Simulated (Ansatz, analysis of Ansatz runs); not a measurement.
## Al3GaN4 (Pm), nudged elastic band: H transfer from N to N (q = +1)

Aim: the barrier of one jump in Al3GaN4 (Pm) at charge +1: H transfer from N to N. The model is a cell of 96 host atoms with 1 H put in; H is the atom that moves.

Calculated with Ansatz 0.2.0; plane-wave PAW DFT, PBEsol; nudged elastic band between two relaxed defect structures at fixed charge in a uniform background.

## Step 1: The structure

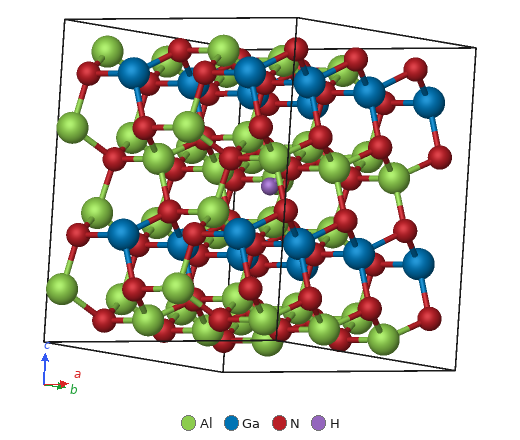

The cell as given, from a free direction (aluminium green, gallium blue, nitrogen red, hydrogen purple). Some periodic images of atoms are drawn too.

The cell holds 97 atoms: 36 Al, 12 Ga, 48 N and 1 H. Cell: a = 10.087 Å, b = 9.390 Å, c = 10.836 Å, α = 90.0°, β = 90.0°, γ = 90.0°. It derives from Al3GaN4 (space group Pm). Nearest the centre at fractional (0.437, 0.500, 0.502): H97 at 0.50 Å, Al66 at 1.12 Å, N78 at 1.53 Å, N23 at 1.54 Å, Al25 at 2.08 Å, Al91 at 2.45 Å, Al75 at 2.45 Å, N48 at 2.66 Å. The cell carries charge +1.

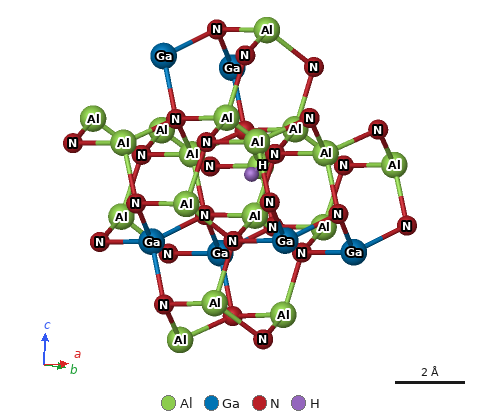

The atoms within 5 Å of the centre.

The cell's shortest repeat is 9.4 Å.

## Step 2: Relaxation of the start point, charge +1

The ends come first: from an unrelaxed start the top is counted from too high an energy, and the barrier comes out too low. Small random displacements break the symmetry of the ideal sites, so that the defect can distort if it gains by it. The charge of +1 is set by the electron count, and a uniform background keeps the cell neutral.

File qp1.start/input.yaml:

```yaml
crystal:
  lattice:
    - [10.08692303, 0.0, 0.00025291]
    - [0.0, 9.39015873, 0.0]
    - [-0.00644803, 0.0, 10.83602103]
  atoms:
    - { symbol: Al, position: [0.25011431, 0.16666667, 0.08366544] }
    - { symbol: Al, position: [0.00045971, 0.16666667, 0.41740264] }
    - { symbol: Al, position: [0.00054365, 0.0, 0.16584605] }
    - { symbol: Ga, position: [0.24970977, 0.0, 0.33310103] }
    - { symbol: "N", position: [0.05558724, 0.0, 0.33316332] }
    - { symbol: "N", position: [0.06122767, 0.16666667, 0.08357752] }
    - { symbol: "N", position: [0.31256197, 0.16666667, 0.4200968] }
    - { symbol: "N", position: [0.31159519, 0.0, 0.16314769] }
    - { symbol: Al, position: [0.25011431, 0.16666667, 0.58366544] }
    - { symbol: Al, position: [0.00045971, 0.16666667, 0.91740264] }
    - { symbol: Al, position: [0.00054365, 0.0, 0.66584605] }
    - { symbol: Ga, position: [0.24970977, 0.0, 0.83310103] }
    - { symbol: "N", position: [0.05558724, 0.0, 0.83316332] }
    - { symbol: "N", position: [0.06122767, 0.16666667, 0.58357752] }
    - { symbol: "N", position: [0.31256197, 0.16666667, 0.9200968] }
    - { symbol: "N", position: [0.31159519, 0.0, 0.66314769] }
    - { symbol: Al, position: [0.25011431, 0.5, 0.08366544] }
    - { symbol: Al, position: [0.00045971, 0.5, 0.41740264] }
    - { symbol: Al, position: [0.00054365, 0.33333333, 0.16584605] }
    - { symbol: Ga, position: [0.24970977, 0.33333333, 0.33310103] }
    - { symbol: "N", position: [0.05558724, 0.33333333, 0.33316332] }
    - { symbol: "N", position: [0.06122767, 0.5, 0.08357752] }
    - { symbol: "N", position: [0.31256197, 0.5, 0.4200968] }
    - { symbol: "N", position: [0.31159519, 0.33333333, 0.16314769] }
    - { symbol: Al, position: [0.25011431, 0.5, 0.58366544] }
    - { symbol: Al, position: [0.00045971, 0.5, 0.91740264] }
    - { symbol: Al, position: [0.00054365, 0.33333333, 0.66584605] }
    - { symbol: Ga, position: [0.24970977, 0.33333333, 0.83310103] }
    - { symbol: "N", position: [0.05558724, 0.33333333, 0.83316332] }
    - { symbol: "N", position: [0.06122767, 0.5, 0.58357752] }
    - { symbol: "N", position: [0.31256197, 0.5, 0.9200968] }
    - { symbol: "N", position: [0.31159519, 0.33333333, 0.66314769] }
    - { symbol: Al, position: [0.25011431, 0.83333333, 0.08366544] }
    - { symbol: Al, position: [0.00045971, 0.83333333, 0.41740264] }
    - { symbol: Al, position: [0.00054365, 0.66666667, 0.16584605] }
    - { symbol: Ga, position: [0.24970977, 0.66666667, 0.33310103] }
    - { symbol: "N", position: [0.05558724, 0.66666667, 0.33316332] }
    - { symbol: "N", position: [0.06122767, 0.83333333, 0.08357752] }
    - { symbol: "N", position: [0.31256197, 0.83333333, 0.4200968] }
    - { symbol: "N", position: [0.31159519, 0.66666667, 0.16314769] }
    - { symbol: Al, position: [0.25011431, 0.83333333, 0.58366544] }
    - { symbol: Al, position: [0.00045971, 0.83333333, 0.91740264] }
    - { symbol: Al, position: [0.00054365, 0.66666667, 0.66584605] }
    - { symbol: Ga, position: [0.24970977, 0.66666667, 0.83310103] }
    - { symbol: "N", position: [0.05558724, 0.66666667, 0.83316332] }
    - { symbol: "N", position: [0.06122767, 0.83333333, 0.58357752] }
    - { symbol: "N", position: [0.31256197, 0.83333333, 0.9200968] }
    - { symbol: "N", position: [0.31159519, 0.66666667, 0.66314769] }
    - { symbol: Al, position: [0.75011431, 0.16666667, 0.08366544] }
    - { symbol: Al, position: [0.50045971, 0.16666667, 0.41740264] }
    - { symbol: Al, position: [0.50054365, 0.0, 0.16584605] }
    - { symbol: Ga, position: [0.74970977, 0.0, 0.33310103] }
    - { symbol: "N", position: [0.55558724, 0.0, 0.33316332] }
    - { symbol: "N", position: [0.56122767, 0.16666667, 0.08357752] }
    - { symbol: "N", position: [0.81256197, 0.16666667, 0.4200968] }
    - { symbol: "N", position: [0.81159519, 0.0, 0.16314769] }
    - { symbol: Al, position: [0.75011431, 0.16666667, 0.58366544] }
    - { symbol: Al, position: [0.50045971, 0.16666667, 0.91740264] }
    - { symbol: Al, position: [0.50054365, 0.0, 0.66584605] }
    - { symbol: Ga, position: [0.74970977, 0.0, 0.83310103] }
    - { symbol: "N", position: [0.55558724, 0.0, 0.83316332] }
    - { symbol: "N", position: [0.56122767, 0.16666667, 0.58357752] }
    - { symbol: "N", position: [0.81256197, 0.16666667, 0.9200968] }
    - { symbol: "N", position: [0.81159519, 0.0, 0.66314769] }
    - { symbol: Al, position: [0.75011431, 0.5, 0.08366544] }
    - { symbol: Al, position: [0.50045971, 0.5, 0.41740264] }
    - { symbol: Al, position: [0.50054365, 0.33333333, 0.16584605] }
    - { symbol: Ga, position: [0.74970977, 0.33333333, 0.33310103] }
    - { symbol: "N", position: [0.55558724, 0.33333333, 0.33316332] }
    - { symbol: "N", position: [0.56122767, 0.5, 0.08357752] }
    - { symbol: "N", position: [0.81256197, 0.5, 0.4200968] }
    - { symbol: "N", position: [0.81159519, 0.33333333, 0.16314769] }
    - { symbol: Al, position: [0.75011431, 0.5, 0.58366544] }
    - { symbol: Al, position: [0.50045971, 0.5, 0.91740264] }
    - { symbol: Al, position: [0.50054365, 0.33333333, 0.66584605] }
    - { symbol: Ga, position: [0.74970977, 0.33333333, 0.83310103] }
    - { symbol: "N", position: [0.55558724, 0.33333333, 0.83316332] }
    - { symbol: "N", position: [0.56122767, 0.5, 0.58357752] }
    - { symbol: "N", position: [0.81256197, 0.5, 0.9200968] }
    - { symbol: "N", position: [0.81159519, 0.33333333, 0.66314769] }
    - { symbol: Al, position: [0.75011431, 0.83333333, 0.08366544] }
    - { symbol: Al, position: [0.50045971, 0.83333333, 0.41740264] }
    - { symbol: Al, position: [0.50054365, 0.66666667, 0.16584605] }
    - { symbol: Ga, position: [0.74970977, 0.66666667, 0.33310103] }
    - { symbol: "N", position: [0.55558724, 0.66666667, 0.33316332] }
    - { symbol: "N", position: [0.56122767, 0.83333333, 0.08357752] }
    - { symbol: "N", position: [0.81256197, 0.83333333, 0.4200968] }
    - { symbol: "N", position: [0.81159519, 0.66666667, 0.16314769] }
    - { symbol: Al, position: [0.75011431, 0.83333333, 0.58366544] }
    - { symbol: Al, position: [0.50045971, 0.83333333, 0.91740264] }
    - { symbol: Al, position: [0.50054365, 0.66666667, 0.66584605] }
    - { symbol: Ga, position: [0.74970977, 0.66666667, 0.83310103] }
    - { symbol: "N", position: [0.55558724, 0.66666667, 0.83316332] }
    - { symbol: "N", position: [0.56122767, 0.83333333, 0.58357752] }
    - { symbol: "N", position: [0.81256197, 0.83333333, 0.9200968] }
    - { symbol: "N", position: [0.81159519, 0.66666667, 0.66314769] }
    - { symbol: H, position: [0.477708, 0.5, 0.528743] }
total_charge: 1
basis:
  ecutwfc: 420
  xc_grid: 2
hamiltonian:
  xc: pbesol
kpoints:
  mp_grid: { grid: [1, 1, 1], shift: [0.25, 0.25, 0.25] }
scf:
  occupations: { method: fixed }
  max_iter: 120
output:
  forces: true
relax:
  f_tol: 0.02
  max_steps: 70
  random_displacement: { amplitude: 0.03, seed: 1308 }
```

Command:

```sh
$ ansatz run input.yaml --threads 32 --pin off --max-ram 84787MiB --backend cuda --events-out ev --progress --plain --runs-dir out --max-vram 78GiB
```

Numbers of over 12 decimals in the logs are rounded to 6 here.

The program printed:

```text
[... repeated set-up lines and file paths are left out, and long positions are rounded to six places ...]
The last accepted step is kept in <dir> (removed where the run ends without a failure and the disk answers)
Engine: ansatz 0.2.0, aarch64-unknown-linux-gnu
Pseudopotentials: kind: paw
Pseudopotential: Al, paw, valence charge 3, recommended cutoff 420 eV (normal), Al.paw.azcp
Pseudopotential: Ga, paw, valence charge 13, recommended cutoff 420 eV (normal), Ga.paw.azcp
Pseudopotential: N, paw, valence charge 5, recommended cutoff 420 eV (normal), N.paw.azcp
Pseudopotential: H, paw, valence charge 1, recommended cutoff 420 eV (normal), H.paw.azcp
Functional definition: PBEsol
  exchange = pbesol_x
  correlation = pbesol_c
[...]
Crystal: 97 atoms, lattice volume = 1026.364 Å³
Basis set: ecut = 420 eV, 20007 PW (Γ), exchange–correlation on 144×128×150 points (8 copies of the dense FFT grid, shifted against one another)
Bands: 349, of which v1, the nominal top of the filled ones, is band 252 counted from 1 (251 counted from 0)
Symmetry: 1 space group operations
k-points: 1
Non-local potential: Al, projectors of the file, l = 0: 2, l = 1: 2, l = 2: 1
Non-local potential: Ga, projectors of the file, l = 0: 2, l = 1: 2, l = 2: 3, l = 3: 1
Non-local potential: N, projectors of the file, l = 0: 2, l = 1: 2, l = 2: 1
Non-local potential: H, projectors of the file, l = 0: 2, l = 1: 1
PAW form: soft (Blöchl's): semilocal exchange-correlation on the pseudo side does not see the compensation charge
PAW frozen core: Al, regenerated for the run's functional, and the local potential with it (the file was generated under x = pbe(κ = 0.804, μ = 0.219515), c = pbe(β = 0.066725))
PAW frozen core: Ga, regenerated for the run's functional, and the local potential with it (the file was generated under x = pbe(κ = 0.804, μ = 0.219515), c = pbe(β = 0.066725))
PAW frozen core: N, regenerated for the run's functional, and the local potential with it (the file was generated under x = pbe(κ = 0.804, μ = 0.219515), c = pbe(β = 0.066725))
PAW one-centre angular grid: Al, 110 points (default); XC on 64 Gauss nodes
PAW one-centre angular grid: Ga, 590 points (default); XC on 64 Gauss nodes
PAW one-centre angular grid: N, 110 points (default); XC on 64 Gauss nodes
PAW one-centre angular grid: H, 110 points (default); XC on 64 Gauss nodes
Initial density: superposition of atomic densities (neutral atoms scaled as one to the charged cell's electrons: chi_scale 0, normalization atom), corrected by the library's trained network
Initial wavefunctions: pseudopotential atomic-orbital guess
[...]
Functional: x = pbesol(κ = 0.804, μ = 0.123457), c = pbesol(β = 0.046)
SCF iter   1: F=—  HF=-82108.639149 eV  |F-HF|=—  |Δ(HF+E_count)|=         —  Δρ=1.03e-2  dr2=1.63e0  ethr=1.77e-3  ⟨swp⟩=5.0  Hψ=1166  notcnv=0  defer=94
preconditioner: auto → Resta (q_TF=auto, 2.423 Å⁻¹)  ε∞=4.1  [insulator: Δε(μ)=4.146 eV  Ē_g=14.773 eV  n_scr=252 (ndim 8)  ℏωp=26.0 eV  f_vac=0.000  ε∞_Penn≈4.1]
SCF iter   2: F=—  HF=-82108.185151 eV  |F-HF|=—  |Δ(HF+E_count)|=   4.54e-1  Δρ=2.55e-3  dr2=1.47e-1  ethr=3.23e-4  ⟨swp⟩=3.0  Hψ=613  notcnv=0  defer=95
SCF iter   3: F=—  HF=-82108.137170 eV  |F-HF|=—  |Δ(HF+E_count)|=   4.80e-2  Δρ=1.32e-3  dr2=3.36e-2  ethr=2.92e-5  ⟨swp⟩=3.0  Hψ=512  notcnv=0  defer=74
automatic band count: iteration 3 solves 328 bands in place of 349: the levels show a gap, and the empty bands left out lie too high to hold charge; the band table lists the bands solved (type scf.n_extra_bands for more)
[...]
SCF 1 converged in 7 iterations: F = -82108.124309 eV  dr2 = 7.75e-6
  greatest PAW one-centre occupation: 0.996 electrons in one spin orbital (limit 2), on the Ga atom at site 67 (counted from 0), in its partial waves of l = 2
relax step   1: F+E_penalty+E_count = -82108.12430915 eV  Δ(F+E_penalty+E_count) = +0.000e0 eV  max|allowed force component| = 1.315e1 eV/Å  Δτ_max = 0.0000 Å  (7 SCF iters, dr2 threshold 1.00e-5 eV, accepted)
[...]
automatic band count: iteration 1 solves 328 bands in place of 349: the levels show a gap, and the empty bands left out lie too high to hold charge; the band table lists the bands solved (type scf.n_extra_bands for more)
[...]
SCF 2 converged in 5 iterations: F = -82110.513164 eV  dr2 = 9.43e-5
[...]
SCF 3 converged in 6 iterations: F = -82111.421535 eV  dr2 = 6.23e-6
[...]
SCF 4 converged in 5 iterations: F = -82111.801122 eV  dr2 = 3.07e-5
[...]
SCF 5 converged in 5 iterations: F = -82111.887736 eV  dr2 = 2.68e-5
[...]
SCF 6 converged in 6 iterations: F = -82111.897779 eV  dr2 = 4.62e-7
[...]
SCF 7 converged in 6 iterations: F = -82111.898750 eV  dr2 = 1.78e-8
[...]
SCF 8 converged in 5 iterations: F = -82111.898841 eV  dr2 = 4.39e-8
[...]
SCF 9 converged in 4 iterations: F = -82111.898871 eV  dr2 = 4.72e-8
[...]
SCF converged after 4 iterations
[...]
- { symbol: N, position: [0.312229, 0.666598, 0.163020] }
    - { symbol: Al, position: [0.249950, 0.833433, 0.582860] }
    - { symbol: Al, position: [0.001412, 0.833774, 0.917166] }
    - { symbol: Al, position: [-0.001095, 0.667725, 0.665880] }
    - { symbol: Ga, position: [0.249536, 0.666560, 0.833091] }
    - { symbol: N, position: [0.055610, 0.666753, 0.832176] }
    - { symbol: N, position: [0.061195, 0.832854, 0.583315] }
    - { symbol: N, position: [0.313148, 0.833197, 0.919419] }
    - { symbol: N, position: [0.313433, 0.665200, 0.661958] }
    - { symbol: Al, position: [0.751355, 0.166261, 0.083168] }
    - { symbol: Al, position: [0.500252, 0.166008, 0.416180] }
    - { symbol: Al, position: [0.501140, 8.245561159786915e-5, 0.165752] }
    - { symbol: Ga, position: [0.750495, 4.825104950514696e-5, 0.332157] }
    - { symbol: N, position: [0.556353, 9.784670001300573e-5, 0.332838] }
    - { symbol: N, position: [0.562376, 0.165903, 0.083151] }
    - { symbol: N, position: [0.813247, 0.166662, 0.419529] }
    - { symbol: N, position: [0.812583, 4.701826841090653e-5, 0.162804] }
    - { symbol: Al, position: [0.751321, 0.165419, 0.582592] }
    - { symbol: Al, position: [0.500835, 0.165293, 0.918468] }
    - { symbol: Al, position: [0.500518, 8.285591101797031e-5, 0.665481] }
    - { symbol: Ga, position: [0.750550, 4.483957403437745e-5, 0.832687] }
    - { symbol: N, position: [0.556151, 9.7569788193892e-5, 0.832226] }
    - { symbol: N, position: [0.562328, 0.165159, 0.582357] }
    - { symbol: N, position: [0.813522, 0.166415, 0.919552] }
    - { symbol: N, position: [0.812587, 5.308539781734474e-5, 0.662825] }
    - { symbol: Al, position: [0.750959, 0.500040, 0.083405] }
    - { symbol: Al, position: [0.501904, 0.500114, 0.402752] }
    - { symbol: Al, position: [0.500962, 0.332190, 0.163335] }
    - { symbol: Ga, position: [0.751198, 0.331721, 0.331242] }
    - { symbol: N, position: [0.557001, 0.331351, 0.330699] }
    - { symbol: N, position: [0.561829, 0.500081, 0.083265] }
    - { symbol: N, position: [0.809640, 0.500110, 0.419376] }
    - { symbol: N, position: [0.812587, 0.333315, 0.162271] }
    - { symbol: Al, position: [0.754461, 0.500041, 0.582913] }
    - { symbol: Al, position: [0.500320, 0.500100, 0.917888] }
    - { symbol: Al, position: [0.501395, 0.321126, 0.671914] }
    - { symbol: Ga, position: [0.750942, 0.333053, 0.834416] }
    - { symbol: N, position: [0.556756, 0.332733, 0.834968] }
    - { symbol: N, position: [0.555836, 0.500095, 0.583149] }
    - { symbol: N, position: [0.813208, 0.500100, 0.919740] }
    - { symbol: N, position: [0.808677, 0.333725, 0.662655] }
    - { symbol: Al, position: [0.751358, 0.833817, 0.083163] }
    - { symbol: Al, position: [0.500254, 0.834199, 0.416183] }
    - { symbol: Al, position: [0.500963, 0.667981, 0.163326] }
    - { symbol: Ga, position: [0.751200, 0.668385, 0.331238] }
    - { symbol: N, position: [0.557007, 0.668861, 0.330687] }
    - { symbol: N, position: [0.562378, 0.834263, 0.083144] }
    - { symbol: N, position: [0.813251, 0.833555, 0.419527] }
    - { symbol: N, position: [0.812591, 0.666782, 0.162269] }
    - { symbol: Al, position: [0.751320, 0.834667, 0.582594] }
    - { symbol: Al, position: [0.500834, 0.834907, 0.918461] }
    - { symbol: Al, position: [0.501384, 0.679029, 0.671909] }
    - { symbol: Ga, position: [0.750939, 0.667032, 0.834412] }
    - { symbol: N, position: [0.556750, 0.667452, 0.834965] }
    - { symbol: N, position: [0.562321, 0.834992, 0.582365] }
    - { symbol: N, position: [0.813520, 0.833784, 0.919543] }
    - { symbol: N, position: [0.808680, 0.666371, 0.662647] }
    - { symbol: H, position: [0.452207, 0.500064, 0.579382] }
```

It took 6.1 s on 1 × NVIDIA GB200 with 32 threads of Arm Neoverse V2, shared host; peak memory 1.4 GiB; 33 s of CPU time.

Step by step:

| step | energy less that of the first step (eV) | largest force component (eV/Å) |
| --- | --- | --- |
| 1 | 0.0000 | 13.1464 |
| 2 | -2.3889 | 6.6092 |
| 3 | -3.2972 | 3.0900 |
| 4 | -3.6768 | 0.8452 |
| 5 | -3.7634 | 0.1511 |
| 6 | -3.7735 | 0.0663 |
| 7 | -3.7744 | 0.0253 |
| 8 | -3.7745 | 0.0387 |
| 9 | -3.7746 | 0.0117 |

The atoms that moved most (Å, from the sites as typed, ahead of the random displacement):

| atom | dx | dy | dz | length |
| --- | --- | --- | --- | --- |
| H97 | -0.259 | 0.000 | 0.549 | 0.607 |
| Al66 | 0.014 | 0.000 | -0.159 | 0.159 |
| Al75 | 0.008 | -0.115 | 0.066 | 0.133 |
| Al91 | 0.007 | 0.115 | 0.066 | 0.133 |
| Al25 | -0.073 | 0.000 | -0.004 | 0.073 |
| N78 | -0.055 | 0.000 | -0.005 | 0.056 |
| Al73 | 0.043 | 0.000 | -0.008 | 0.044 |
| N30 | -0.042 | 0.000 | -0.007 | 0.043 |

Neighbours of H97 at the end:

| atom | distance (Å) |
| --- | --- |
| N78 | 1.046 |
| Al66 | 1.979 |
| Al75 | 2.018 |
| Al91 | 2.019 |
| Al25 | 2.111 |
| N23 | 2.199 |
| N48 | 2.273 |
| N32 | 2.273 |

This step gave:

* free energy: -82111.8989 eV
* r.m.s. move of the farther half of the atoms: 0.009126 Å
* largest move from the ideal geometry of this structure, a common shift of the far atoms taken out: 0.6129 Å

The relaxation gained 3.775 eV and ended with a largest force component of 0.012 eV/Å.

(Continued in part 2 of 5.)

[Logs are printed without paths, hosts, clocks, repeated set-up lines and the standing remarks that a program may print on its own settings, such as how far it seeks lower states.]

[Hosts, paths, dates, database ids (printed as entryN), source tags and the programs' standing remarks are cut or masked in the printed files.]
